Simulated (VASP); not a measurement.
# La2Sb with and without spin-orbit coupling, part 4 of 5

What does spin-orbit coupling change in La2Sb, and what does it cost? All runs use PBEsol. The start is a cell from a database of measured crystal structures.

VASP 6.6.1, plane waves and PAW; the level of theory is named at each step.

Still holding for the runs below: The k-mesh is coarse for a metal.

So far. Step 3 (Band structure (PBEsol)): There is no gap at this level. Step 4 (Band structure (PBEsol + SOC)): There is no gap at this level. Without the coupling there was no gap either. The run took 4.2 times the core time, with 66 spinor bands against 43.

## Step 5: Density of states (PBEsol)

This step: PBEsol; plane waves and PAW (La, Sb) (VASP 6.6.1).

Here the states are counted by energy and projected on the atoms.

The input, INCAR:

```
SYSTEM = La2Sb
PREC = Accurate
ENCUT = 400
EDIFF = 1E-06
NELM = 100
ISMEAR = -5
SIGMA = 0.05
LREAL = .FALSE.
ALGO = Normal
GGA = PS
NBANDS = 43
LASPH = .TRUE.
LORBIT = 11
LWAVE = .FALSE.
LCHARG = .FALSE.
KPAR = 4
NEDOS = 2001
```

The input, POSCAR:

```
La2Sb
1.0
    0.0000000000     -4.6290000000      0.0000000000
   -4.6290000000      0.0000000000      0.0000000000
    2.3145000000     -2.3145000000     -9.0490000000
La Sb
4 2
Direct
    0.5000000000      0.0000000000      0.0000000000
    0.0000000000      0.5000000000      0.0000000000
    0.3203000000      0.6797000000      0.3594000000
    0.6797000000      0.3203000000      0.6406000000
    0.1377000000      0.8623000000      0.7246000000
    0.8623000000      0.1377000000      0.2754000000
```

The input, KPOINTS:

```
Automatic mesh
0
Gamma
6 6 6
0 0 0
```

Potentials, in the order of the species: La and Sb (PBE family, release 64).

Run with:

```sh
$ mpirun -np 4 vasp_std
```

The log of the run:

```text
[... set-up lines as in an earlier step ...]
 entering main loop
       N       E                     dE             d eps       ncg     rms          rms(c)
DAV:   1     0.631509336568E+03    0.63151E+03   -0.15202E+04  2580   0.132E+03
DAV:   2     0.853766670907E+02   -0.54613E+03   -0.52440E+03  3756   0.314E+02
DAV:   3    -0.236364791336E+02   -0.10901E+03   -0.10651E+03  3956   0.179E+02
DAV:   4    -0.351197994268E+02   -0.11483E+02   -0.11194E+02  4860   0.640E+01
DAV:   5    -0.371570163649E+02   -0.20372E+01   -0.19823E+01  5112   0.270E+01    0.827E+00
DAV:   6    -0.366799006156E+02    0.47712E+00   -0.42538E+01  5128   0.220E+01    0.527E+00
DAV:   7    -0.360647658604E+02    0.61513E+00   -0.89188E+00  4949   0.185E+01    0.308E+00
DAV:   8    -0.361397733054E+02   -0.75007E-01   -0.32865E+00  4904   0.677E+00    0.174E+00
DAV:   9    -0.360425108195E+02    0.97262E-01   -0.13918E+00  5112   0.470E+00    0.528E-01
DAV:  10    -0.360423664675E+02    0.14435E-03   -0.71105E-02  4704   0.150E+00    0.228E-01
DAV:  11    -0.360426993246E+02   -0.33286E-03   -0.19184E-02  5048   0.597E-01    0.995E-02
DAV:  12    -0.360428025625E+02   -0.10324E-03   -0.26819E-03  5152   0.311E-01    0.697E-02
DAV:  13    -0.360427388943E+02    0.63668E-04   -0.83797E-04  5128   0.164E-01    0.379E-02
DAV:  14    -0.360421145161E+02    0.62438E-03   -0.76610E-04  4960   0.993E-02    0.179E-02
DAV:  15    -0.360421579027E+02   -0.43387E-04   -0.16871E-04  5064   0.701E-02    0.124E-02
DAV:  16    -0.360421720219E+02   -0.14119E-04   -0.60647E-05  4776   0.327E-02    0.622E-03
DAV:  17    -0.360421686866E+02    0.33353E-05   -0.36463E-05  4520   0.238E-02    0.364E-03
DAV:  18    -0.360421765251E+02   -0.78385E-05   -0.96510E-06  4144   0.170E-02    0.200E-03
DAV:  19    -0.360421774548E+02   -0.92967E-06   -0.27459E-06  3328   0.854E-03
   1 F= -.36042177E+02 E0= -.36042177E+02  d E =0.000000E+00
 -----------------------------------------------------------------------------
|                                                                             |
|           W    W    AA    RRRRR   N    N  II  N    N   GGGG   !!!           |
|           W    W   A  A   R    R  NN   N  II  NN   N  G    G  !!!           |
|           W    W  A    A  R    R  N N  N  II  N N  N  G       !!!           |
|           W WW W  AAAAAA  RRRRR   N  N N  II  N  N N  G  GGG   !            |
|           WW  WW  A    A  R   R   N   NN  II  N   NN  G    G                |
|           W    W  A    A  R    R  N    N  II  N    N   GGGG   !!!           |
|                                                                             |
|     Tetrahedron method does not include variations of the Fermi             |
|     occupations, so forces and stress will be inaccurate. We suggest        |
|     using a different smearing scheme ISMEAR = 1 or 2 for metals in         |
|     relaxations.                                                            |
|                                                                             |
 -----------------------------------------------------------------------------
```

Wall time 64 s (4 MPI ranks of Intel Xeon Platinum 8559C (Emerald Rapids), shared host); peak memory 1.3 GiB; 4.2 min of CPU time.

OUTCAR, selected parts (step 5):

```text
   NELECT =      54.0000    total number of electrons

 E-fermi :   8.1547

 k-point     1 :       0.0000    0.0000    0.0000
  band No.  band energies     occupation
    ...
     24       7.0885      2.00000
     25       7.0885      2.00000
     26       7.2809      2.00000
     27       7.5081      2.00000
     28       7.8540      2.00000
     29       8.1578      0.00000
     30       8.7867      0.00000
     31       8.7867      0.00000
     32       9.4856      0.00000
     33       9.6945      0.00000
    ...

  Total       -2.0104392     -2.0104392     -1.6089391      0.0000000      0.0000000     -0.0000000
  in kB      -16.6121780    -16.6121780    -13.2945993      0.0000000      0.0000000     -0.0000000
  external PRESSURE =     -15.5063184 kB  Pullay stress =       0.0000000 kB

 POSITION                                       TOTAL-FORCE (eV/Angst)
 -----------------------------------------------------------------------------------
      0.00000     -2.31450      0.00000         0.000000     -0.000000      0.000000
     -2.31450      0.00000      0.00000         0.000000      0.000000      0.000000
     -2.31450     -2.31450     -3.25221        -0.000000      0.000000      0.070446
     -0.00000     -4.62900     -5.79679         0.000000     -0.000000     -0.070446
     -2.31450     -2.31450     -6.55691         0.000000     -0.000000     -0.043571
     -0.00000     -4.62900     -2.49209        -0.000000      0.000000      0.043571
 -----------------------------------------------------------------------------------
    total drift:                                0.000000     -0.000000     -0.000000

  FREE ENERGIE OF THE ION-ELECTRON SYSTEM (eV)
  ---------------------------------------------------
  free  energy   TOTEN  =       -36.0421774548 eV

  energy  without entropy=      -36.0421774548  energy(sigma->0) =      -36.04217745

[... 8 parts as in an earlier step ...]

[... 9 further parts left out ...]
```

With tetrahedra the forces and stress of a metal are not exact derivatives of the energy.

This step gave:

| Item | Value |
| --- | --- |
| SCF cycles | 19 |
| bands | 43 |
| free energy (TOTEN) | -36.04 eV |
| Fermi energy | 8.155 eV |
| pressure | -1.551 GPa |
| DOS at the Fermi level | 10.82 states/eV/cell |

The density of states has structure finer than the step of the table below, so its rows give means over 1 eV, whole bins alone (the curve runs from -12.0 to 1.44 eV). Peaks (eV: height): total -8.6: 19.9, -2.1: 11.5, -1.8: 12.8, -0.1: 12.3; La d -0.2: 3.11, -0.1: 4.14, 0.3: 2.83, 1.1: 3.17; Sb p -2.9: 1.29, -2.5: 1.80, -2.1: 2.57, -1.8: 2.85; La p -8.6: 0.871, -2.5: 0.228, -1.7: 0.517, -0.1: 0.291.

States under -12.0 eV and over 1.4 eV are left out. The density of states by energy, zero at the Fermi level; means over each step; values in states/eV/cell:

```tsv
energy (eV)	total	La d	La f	Sb p	La p	Sb s
-10	0	0	0	0	0	0
-9	3.98	0.0617	0.00959	0.00129	0.160	2.15
-8	0.0236	3.2e-4	7.0e-5	0	0.00127	0.0130
-7	0	0	0	0	0	0
-6	0	0	0	0	0	0
-5	0	0	0	0	0	0
-4	0.0208	0.00168	8.3e-5	0.00370	2.6e-4	3.7e-5
-3	4.32	0.421	0.0309	0.841	0.0835	0.0142
-2	7.43	0.904	0.139	1.67	0.257	0.0136
-1	2.23	0.612	0.0897	0.167	0.0612	0.00218
0	6.90	2.49	0.417	0.0872	0.133	0.00751
```

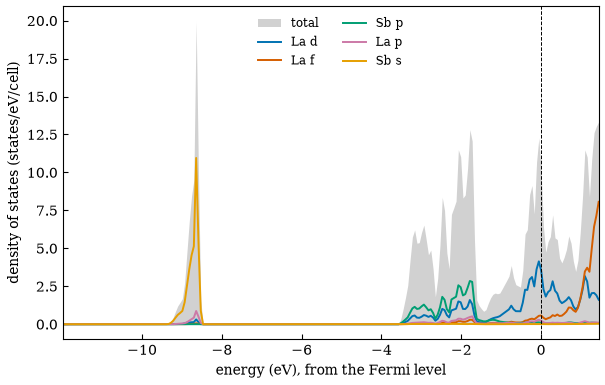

Density of states against energy.

Force by atom:

```tsv
atom	x (eV/Å)	y (eV/Å)	z (eV/Å)	size
La1	0.0000	0.0000	0.0000	0.0000
La2	0.0000	0.0000	0.0000	0.0000
La3	0.0000	0.0000	0.0704	0.0704
La4	0.0000	0.0000	-0.0704	0.0704
Sb5	0.0000	0.0000	-0.0436	0.0436
Sb6	0.0000	0.0000	0.0436	0.0436
```

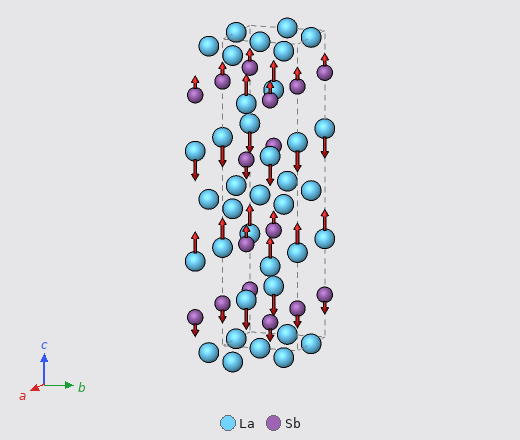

Force as arrows, the longest 0.0704 eV/Å. 2×1×1 conventional cells are drawn. Some periodic images of atoms are drawn too.

Of the states within 0.3 eV of the Fermi level, the largest shares in the PAW spheres are La d 36 % and La f 5 %. The rest lies in smaller channels or between the spheres.

## Step 6: Density of states (PBEsol + SOC)

This step: PBEsol, spin-orbit coupling; plane waves and PAW (La, Sb) (VASP 6.6.1).

Here the states are counted by energy and projected on the atoms.

INCAR, as its differences from that of step 5:

```diff
@@ -10,4 +10,9 @@
 GGA = PS
-NBANDS = 43
+LNONCOLLINEAR = .TRUE.
+MAGMOM = 0 0 0 0 0 0 0 0 0 0 0 0 0 0 0 0 0 0
+NBANDS = 66
+GGA_COMPAT = .FALSE.
 LASPH = .TRUE.
+LSORBIT = .TRUE.
+LMAXMIX = 6
 LORBIT = 11
```

POSCAR is that of step 5.

KPOINTS is that of step 5.

Run with:

```sh
$ mpirun -np 4 vasp_ncl
```

The log of the run:

```text
[... set-up lines as in an earlier step ...]
 entering main loop
       N       E                     dE             d eps       ncg     rms          rms(c)
DAV:   1     0.673538420621E+03    0.67354E+03   -0.15093E+04  3984   0.171E+03
DAV:   2     0.160545790876E+03   -0.51299E+03   -0.49914E+03  5776   0.433E+02
DAV:   3    -0.934363850048E+01   -0.16989E+03   -0.16725E+03  6664   0.305E+02
DAV:   4    -0.333410345186E+02   -0.23997E+02   -0.23398E+02  6966   0.138E+02
DAV:   5    -0.376587174152E+02   -0.43177E+01   -0.42089E+01  7856   0.550E+01    0.857E+00
DAV:   6    -0.375094067334E+02    0.14931E+00   -0.33230E+01  7824   0.360E+01    0.560E+00
DAV:   7    -0.372676521071E+02    0.24175E+00   -0.10480E+01  7794   0.258E+01    0.306E+00
DAV:   8    -0.374420238867E+02   -0.17437E+00   -0.31033E+00  7368   0.116E+01    0.165E+00
DAV:   9    -0.373516911342E+02    0.90333E-01   -0.14016E+00  7576   0.747E+00    0.626E-01
DAV:  10    -0.373554362390E+02   -0.37451E-02   -0.11658E-01  7088   0.287E+00    0.310E-01
DAV:  11    -0.373602005358E+02   -0.47643E-02   -0.56113E-02  7608   0.143E+00    0.250E-01
DAV:  12    -0.373588242792E+02    0.13763E-02   -0.14131E-02  7856   0.926E-01    0.131E-01
DAV:  13    -0.373583636175E+02    0.46066E-03   -0.49363E-03  7720   0.489E-01    0.819E-02
DAV:  14    -0.373583224929E+02    0.41125E-04   -0.13381E-03  7888   0.264E-01    0.514E-02
DAV:  15    -0.373583848543E+02   -0.62361E-04   -0.71168E-04  7432   0.182E-01    0.333E-02
DAV:  16    -0.373583791000E+02    0.57543E-05   -0.24374E-04  7728   0.110E-01    0.137E-02
DAV:  17    -0.373584005496E+02   -0.21450E-04   -0.85337E-05  6584   0.677E-02    0.737E-03
DAV:  18    -0.373584214487E+02   -0.20899E-04   -0.47043E-05  5872   0.459E-02    0.233E-03
DAV:  19    -0.373584295406E+02   -0.80919E-05   -0.11905E-05  4504   0.295E-02    0.116E-03
DAV:  20    -0.373584333539E+02   -0.38133E-05   -0.37186E-06  3648   0.198E-02    0.675E-04
DAV:  21    -0.373584340246E+02   -0.67071E-06   -0.16774E-06  3624   0.142E-02
   1 F= -.37358434E+02 E0= -.37358434E+02  d E =0.000000E+00  mag=    -0.0000    -0.0000     0.0000
 [... a notice as in an earlier step ...]
```

It took 4.1 min on 4 MPI ranks; peak memory 2.9 GiB; 16 min of CPU time.

Parts of OUTCAR (step 6):

```text
   NELECT =      54.0000    total number of electrons

 E-fermi :   8.1540

 k-point     1 :       0.0000    0.0000    0.0000
  band No.  band energies     occupation
    ...
     52       7.2759      1.00000
     53       7.5050      1.00000
     54       7.5050      1.00000
     55       7.8490      1.00000
     56       7.8490      1.00000
     57       8.1535      0.00000
     58       8.1535      0.00000
     59       8.7302      0.00000
     60       8.7302      0.00000
     61       8.8328      0.00000
    ...

  Total       -2.0560690     -2.0560690     -1.6313907      0.0000000      0.0000000     -0.0000000
  in kB      -16.9892149    -16.9892149    -13.4801154      0.0000000      0.0000000     -0.0000000
  external PRESSURE =     -15.8195151 kB  Pullay stress =       0.0000000 kB

 POSITION                                       TOTAL-FORCE (eV/Angst)
 -----------------------------------------------------------------------------------
      0.00000     -2.31450      0.00000         0.000000     -0.000000      0.000000
     -2.31450      0.00000      0.00000        -0.000000      0.000000      0.000000
     -2.31450     -2.31450     -3.25221         0.000000     -0.000000      0.071946
     -0.00000     -4.62900     -5.79679        -0.000000      0.000000     -0.071946
     -2.31450     -2.31450     -6.55691         0.000000     -0.000000     -0.036586
     -0.00000     -4.62900     -2.49209        -0.000000      0.000000      0.036586
 -----------------------------------------------------------------------------------
    total drift:                                0.000000     -0.000000     -0.000000

  FREE ENERGIE OF THE ION-ELECTRON SYSTEM (eV)
  ---------------------------------------------------
  free  energy   TOTEN  =       -37.3584340246 eV

  energy  without entropy=      -37.3584340246  energy(sigma->0) =      -37.35843402

 Spin-Orbit-Coupling matrix elements
 Ion:    1  E_soc:     -0.6028317
 Ion:    2  E_soc:     -0.6028317
 Ion:    3  E_soc:     -0.5988583
 Ion:    4  E_soc:     -0.5988583
 Ion:    5  E_soc:     -0.1247940
 Ion:    6  E_soc:     -0.1247940

 magnetization (x)
# of ion       s       p       d       f       tot
--------------------------------------------------
    1        0.000   0.000   0.000   0.000   0.000
    2        0.000  -0.000   0.000   0.000   0.000
    3       -0.000  -0.000   0.000   0.000  -0.000
    4        0.000  -0.000   0.000   0.000  -0.000
    5        0.000   0.000   0.000   0.000   0.000
    6        0.000   0.000   0.000   0.000   0.000
--------------------------------------------------
tot         -0.000  -0.000   0.000   0.000  -0.000

 magnetization (y)
# of ion       s       p       d       f       tot
--------------------------------------------------
    1        0.000   0.000  -0.000   0.000   0.000
    2       -0.000   0.000  -0.000   0.000  -0.000
    3       -0.000   0.000   0.000   0.000  -0.000
    4        0.000   0.000   0.000   0.000   0.000
    5        0.000   0.000   0.000   0.000   0.000
    6        0.000   0.000   0.000   0.000   0.000
--------------------------------------------------
tot         -0.000   0.000  -0.000   0.000   0.000

 magnetization (z)
# of ion       s       p       d       f       tot
--------------------------------------------------
    1        0.000   0.000   0.000   0.000   0.000
    2        0.000   0.000  -0.000   0.000  -0.000
    3        0.000   0.000   0.000   0.000   0.000
    4        0.000   0.000   0.000   0.000   0.000
    5        0.000   0.000   0.000   0.000   0.000
    6        0.000   0.000   0.000   0.000   0.000
--------------------------------------------------
tot          0.000   0.000   0.000   0.000   0.000

[... 8 parts as in an earlier step ...]

[... 9 further parts left out ...]
```

This step gave:

| Item | Value |
| --- | --- |
| SCF cycles | 21 |
| bands | 66 |
| free energy (TOTEN) | -37.36 eV |
| Fermi energy | 8.154 eV |
| pressure | -1.582 GPa |
| DOS at the Fermi level | 9.451 states/eV/cell |

On-site spin-orbit energy by atom:

```tsv
atom	on-site spin-orbit energy (eV)
La1	-0.603
La2	-0.603
La3	-0.599
La4	-0.599
Sb5	-0.125
Sb6	-0.125
```

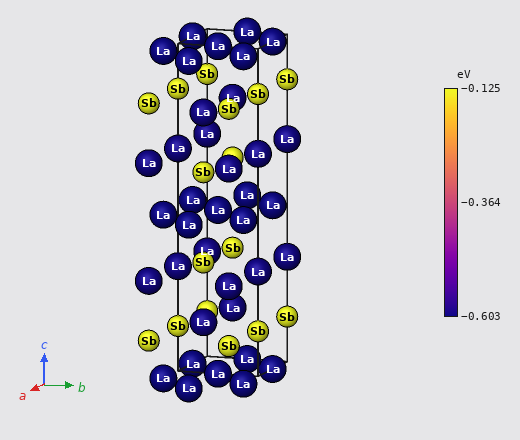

Atoms coloured by on-site spin-orbit energy. 2×1×1 conventional cells are drawn. Some periodic images of atoms are drawn too.

The density of states has structure finer than the step of the table below, so its rows give means over 1 eV, whole bins alone (the curve runs from -12.0 to 1.01 eV). Peaks (eV: height): total -8.6: 20.3, -1.8: 11.4, -0.2: 10.4, -0.1: 12.3; La d -1.8: 1.57, -0.2: 3.54, -0.1: 4.15, 0.3: 2.74; Sb p -3.0: 1.49, -2.5: 2.18, -2.1: 2.27, -1.7: 2.39; La f 0.7: 1.16; La p -8.6: 0.922, -2.5: 0.277, -1.7: 0.442, -0.1: 0.292.

States under -12.0 eV and over 1.0 eV are left out. Table of density of states by energy, zero at the Fermi level; means over each step; values in states/eV/cell:

```tsv
energy (eV)	total	La d	Sb p	La f	La p	La s	Sb s
-10	0	0	0	0	0	0	0
-9	3.97	0.0618	0.00133	0.00963	0.167	0.0227	2.14
-8	0.0315	4.3e-4	0	9.9e-5	0.00178	5.5e-5	0.0173
-7	0	0	0	0	0	0	0
-6	0	0	0	0	0	0	0
-5	0	0	0	0	0	0	0
-4	0.0292	0.00232	0.00535	1.2e-4	3.9e-4	0.00147	4.8e-5
-3	4.41	0.426	0.883	0.0325	0.0893	0.166	0.0142
-2	7.30	0.896	1.62	0.135	0.255	0.0772	0.0135
-1	2.25	0.616	0.170	0.0897	0.0635	0.0346	0.00240
0	6.92	2.49	0.0881	0.415	0.135	0.0900	0.00752
```

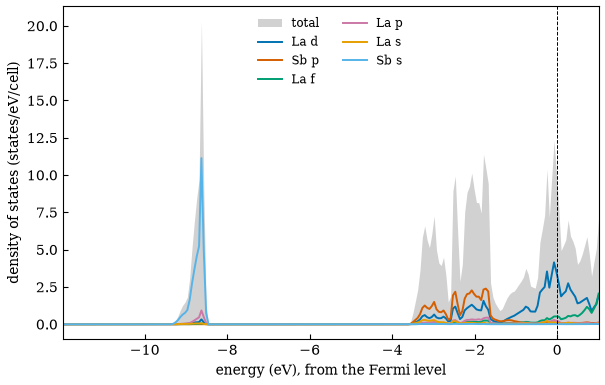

Density of states against energy.

Force by atom:

```tsv
atom	x (eV/Å)	y (eV/Å)	z (eV/Å)	size
La1	0.0000	0.0000	0.0000	0.0000
La2	0.0000	0.0000	0.0000	0.0000
La3	0.0000	0.0000	0.0719	0.0719
La4	0.0000	0.0000	-0.0719	0.0719
Sb5	0.0000	0.0000	-0.0366	0.0366
Sb6	0.0000	0.0000	0.0366	0.0366
```

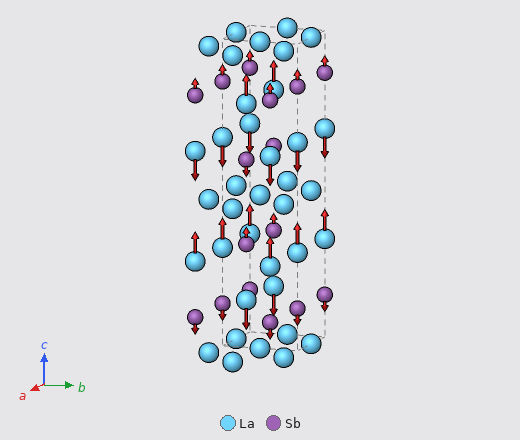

Force as arrows, the longest 0.0719 eV/Å. 2×1×1 conventional cells are drawn. Some periodic images of atoms are drawn too.

The DOS at the Fermi level goes from 10.8 to 9.45 states/eV/cell, a number that is sensitive to the mesh. The run took 3.9 times the core time, with 66 spinor bands against 43. Of the states within 0.3 eV of the Fermi level, the largest shares in the PAW spheres are La d 36 % and La f 5 %. The rest lies in smaller channels or between the spheres.

(Continued in part 5 of 5.)

[Lines on the potential files, build, host, timing and source positions are cut from VASP's logs without a mark.]

[Logs are printed without paths, hosts, clocks, repeated set-up lines and the standing remarks that a program may print on its own settings, such as how far it seeks lower states.]

[Hosts, paths, dates, database ids (printed as entryN), source tags and the programs' standing remarks are cut or masked in the printed files.]

[A measured line is paired with the nearest computed mode of its activity, which favours agreement.]
